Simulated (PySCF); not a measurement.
# CH8BrNSi2: geometry, electronic excitations

What electronic excitations should CH8BrNSi2 (`C[Si@@H](N)[SiH2]Br`) show?

The runs use PySCF 2.14.0, with density-fitted response routines of our own; the level of theory stands in each step. All values are computed, except where a source is named. Atoms are numbered from 0 throughout.

**1. Starting geometry**

13 atoms, charge 0, multiplicity 1; geometry from: GFN2-xTB. The atoms were then displaced at random by about 0.01 Å, so the start is not that level's minimum.

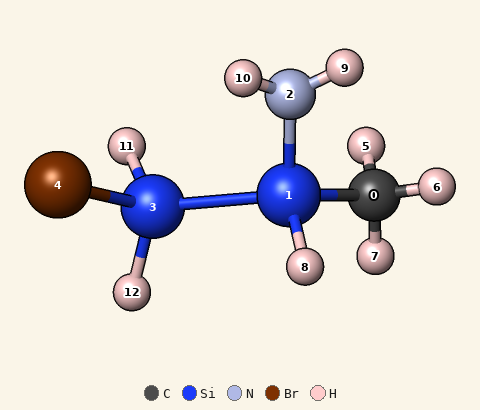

As it starts; carbon dark grey, silicon blue, nitrogen light blue, bromine brown, hydrogen pink, atoms numbered; sticks join atoms by distance.

**2. Optimising the geometry at PBE0-D3(BJ)/def2-SVP**

What the job is given:

```
{"job": {"xc": "PBE0", "basis": "def2-SVP", "d3": "d3bj", "grid": 1, "shake": 0.01, "kind": "geom"}, "charge": 0, "multiplicity": 1}
C     -1.704020     0.478510    -0.610070
Si    -0.343810    -0.386890     0.317910
N      0.271760    -1.576210    -0.761200
Si     1.475110     1.031810     0.716360
Br     3.125010    -0.203770     1.527390
H     -1.378690     0.927830    -1.555260
H     -2.526360    -0.181140    -0.842850
H     -2.123920     1.319770    -0.027830
H     -0.903690    -0.906610     1.601540
H     -0.338300    -2.173340    -1.257350
H      1.109120    -2.094220    -0.486250
H      2.102830     1.704920    -0.393570
H      1.240780     2.042460     1.760860
```

The run is started by

```sh
$ OMP_NUM_THREADS=1 python probes_run.py task.json out
```

This one command runs all jobs of the session in turn.

The program printed:

```text
step   0  E = -3249.67531424  max force = 0.029584
step   1  E = -3249.68058167  max force = 0.008077
step   2  E = -3249.68110952  max force = 0.003876
step   3  E = -3249.68120203  max force = 0.000986
step   4  E = -3249.68122499  max force = 0.000485
step   5  E = -3249.68124850  max force = 0.000403
step   6  E = -3249.68125854  max force = 0.000403
optimisation converged
```

It took 59 s on 1 thread of Arm Neoverse V1, shared host; peak memory 0.54 GiB.

Step by step:

```tsv
step	energy from step 0 (eV)	largest force component (eV/Å)
0	0.0000	1.5213
1	-0.1433	0.4153
2	-0.1577	0.1993
3	-0.1602	0.0507
4	-0.1608	0.0249
5	-0.1615	0.0207
6	-0.1618	0.0207
```

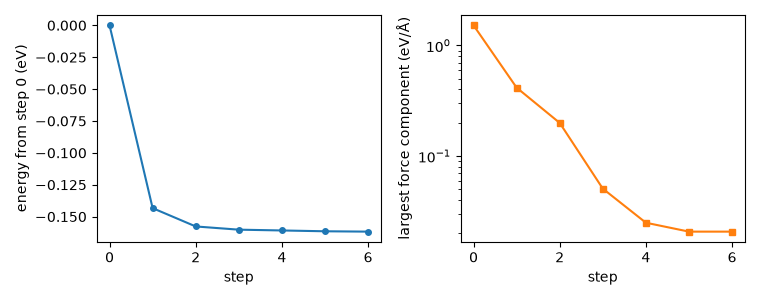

Energy and force, step by step.

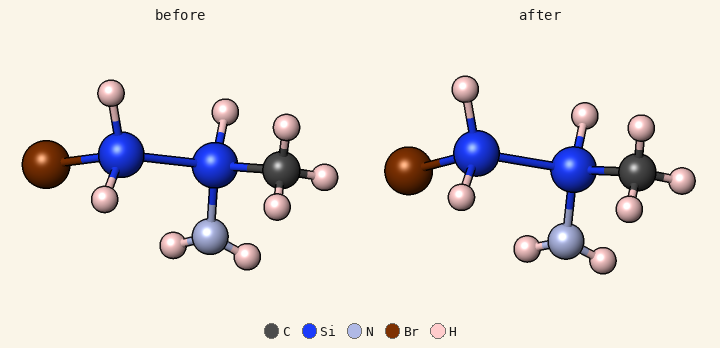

The geometry before (left) and after (right).

Close pairs (by a distance rule), those that changed most:

```tsv
bond	before (Å)	after (Å)	change (Å)
Si3–H11	1.442	1.494	+0.052
Si3–Br4	2.215	2.254	+0.039
N2–H9	0.987	1.015	+0.028
C0–H6	1.080	1.102	+0.022
Si3–H12	1.472	1.494	+0.022
Si1–N2	1.720	1.736	+0.016
C0–Si1	1.860	1.876	+0.015
Si1–H8	1.494	1.505	+0.011
```

The end geometry stands in the next job.

```tsv
at the end point	value
point group (found at 0.08 Å tolerance)	C1
rotational constants (GHz, main isotopes)	4.150, 0.840, 0.737
dipole moment (D)	2.36
```

**3. Ultraviolet spectrum: PBE0/def2-TZVPD**

What the job is given:

```
{"job": {"kind": "uv", "xc": "PBE0", "basis": "def2-TZVPD"}, "charge": 0, "multiplicity": 1}
C     -0.678190     0.964156     0.573849
Si     0.646414    -0.011318     1.474869
N      1.324243    -1.202171     0.409122
Si     2.499670     1.298575     2.064511
Br     4.058423    -0.180878     2.742927
H     -0.272561     1.410797    -0.346143
H     -1.519302     0.308339     0.296332
H     -1.080076     1.766705     1.211149
H      0.063934    -0.527092     2.763378
H      0.712223    -1.874962    -0.042428
H      2.188319    -1.651421     0.698575
H      3.088176     2.063601     0.923834
H      2.270015     2.244430     3.198138
```

Level: TDDFT PBE0/def2-TZVPD, vertical, gas phase, core orbitals frozen in the response.

The program printed:

```text
coarse grid: 50232 points
cycle   1  E = -3250.2413587511  dE = -9.446e-01  |g| = 5.538e-01  |ddm| = 2.964e+00
cycle   2  E = -3250.2012451902  dE =  4.011e-02  |g| = 6.662e-01  |ddm| = 9.098e-01
cycle   3  E = -3250.2988023872  dE = -9.756e-02  |g| = 1.009e-01  |ddm| = 5.073e-01
cycle   4  E = -3250.3006390797  dE = -1.837e-03  |g| = 2.423e-02  |ddm| = 7.934e-02
cycle   5  E = -3250.3007626479  dE = -1.236e-04  |g| = 9.066e-03  |ddm| = 2.261e-02
cycle   6  E = -3250.3007821450  dE = -1.950e-05  |g| = 8.363e-04  |ddm| = 7.399e-03
cycle   7  E = -3250.3007823167  dE = -1.717e-07  |g| = 2.702e-04  |ddm| = 1.269e-03
final grid: 102104 points
cycle   8  E = -3250.3007758456  dE = -1.276e-07  |g| = 2.701e-04  |ddm| = 9.665e-03
cycle   9  E = -3250.3007758448  dE =  7.885e-10  |g| = 2.800e-04  |ddm| = 8.397e-04
cycle  10  E = -3250.3007758665  dE = -2.171e-08  |g| = 2.771e-05  |ddm| = 2.692e-04
cycle  11  E = -3250.3007758667  dE = -2.001e-10  |g| = 7.361e-06  |ddm| = 3.665e-05
converged SCF energy = -3250.3007758667

Static polarisability (au): isotropic 101.148, principal 85.802 96.228 121.414

Singlet excitations
state   eV       nm        f      main configurations
  1   5.3254    232.8   0.01276   H->L 0.96
  2   5.8595    211.6   0.01198   H-1->L 0.54, H->L+1 0.40
  3   5.9999    206.6   0.02907   H->L+1 0.52, H-1->L 0.41
  4   6.1079    203.0   0.00871   H-2->L 0.97
  5   6.6453    186.6   0.03383   H->L+2 0.92
  6   6.7014    185.0   0.02183   H-1->L+1 0.89
  7   6.8855    180.1   0.03432   H->L+3 0.91
  8   7.0333    176.3   0.02942   H-3->L 0.82
  9   7.0675    175.4   0.02317   H->L+4 0.62, H-1->L+2 0.23
 10   7.2193    171.7   0.00962   H-2->L+1 0.39, H-1->L+2 0.33, H->L+4 0.14

Triplet excitations (Tamm-Dancoff, eV): 4.8101 5.5057 5.6957 5.7668
```

It took 58 s on 1 thread of Arm Neoverse V1, shared host; peak memory 1.2 GiB.

The orbitals next to the gap, with their largest atomic shares:

```tsv
orbital	eV	atoms
HOMO−3	-9.11	Br4 54 %, Si3 18 %, Si1 12 %
HOMO−2	-8.27	Br4 76 %, Si3 15 %, H12 5 %
HOMO−1	-7.92	N2 27 %, Br4 27 %, Si1 16 %
HOMO	-7.33	N2 35 %, Si1 20 %, Br4 14 %
LUMO	-0.83	Si3 34 %, Br4 24 %, Si1 13 %
LUMO+1	-0.12	Si1 28 %, Si3 16 %, N2 10 %
LUMO+2	0.33	Si3 35 %, Br4 18 %, Si1 13 %
```

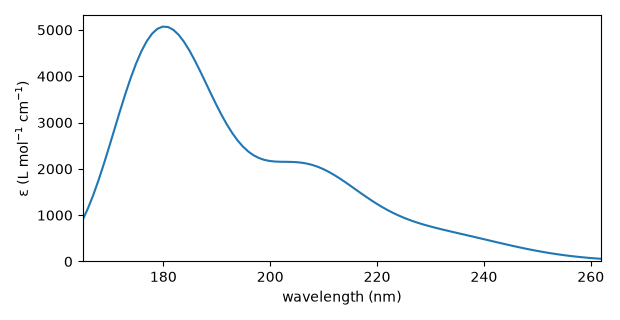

Absorption spectrum: each of the 10 states is a Gaussian band of 0.4 eV half-width at 1/e. Beyond the last state computed it falls off for lack of states.

Ground-state properties from the same run:

```tsv
property	computed
dipole moment (D)	2.29
polarisability (Å³)	14.99
HOMO–LUMO gap (eV)	6.50
−ε(HOMO) (eV)	7.33
```

**4. Summary of results**

```
                                quantity                        value
                             point group                           C1
    rotational constants (main isotopes)         4.15, 0.84, 0.74 GHz
        lowest singlet (PBE0/def2-TZVPD)  5.33 eV (233 nm), f = 0.013
brightest single state of those computed  state 7, 6.89 eV, f = 0.034
                          lowest triplet                      4.81 eV
```

**Reading.** Over 6 steps the energy fell by 0.162 eV; of the close pairs, Si3–H11 changed most, 1.442 to 1.494 Å. The lowest singlet, at 5.33 eV, is HOMO→LUMO 0.96 and is weak; of the 10 states computed, the strongest absorption comes from state 7 at 6.89 eV. The lowest triplet lies 0.52 eV below the lowest singlet (triplets in Tamm-Dancoff, singlets in full TDDFT).
